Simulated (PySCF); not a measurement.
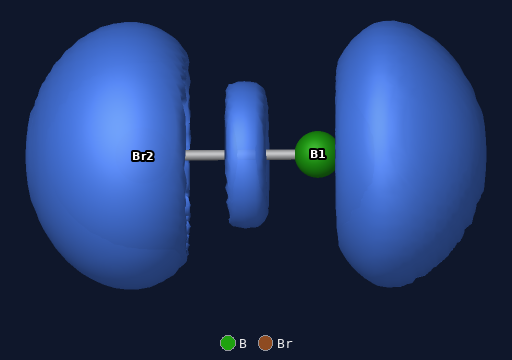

The picture shows: BBr (charge +1, doublet). Isosurface of the electron localisation function at 0.8 (blue), seen from one side. Only the valence region is drawn (cores and ρ < 0.01 e/Å³ removed).

Level of theory: PBE0/6-31G(d,p), non-relativistic, at a bond length of 1.758 Å (PySCF).

Identify the bonds, lone pairs and shells in this picture.

The ELF exceeds this value in one region between bonded B–Br atoms (shared pairs), one ring or bowl of non-bonding electrons around Br and one lobe on B, pointing away from the bonds (non-bonding electrons).

Values along the shortest contacts:
B–Br (1.76 Å): the ELF peaks at about 0.85 between the atoms (a short, strongly polar bond).
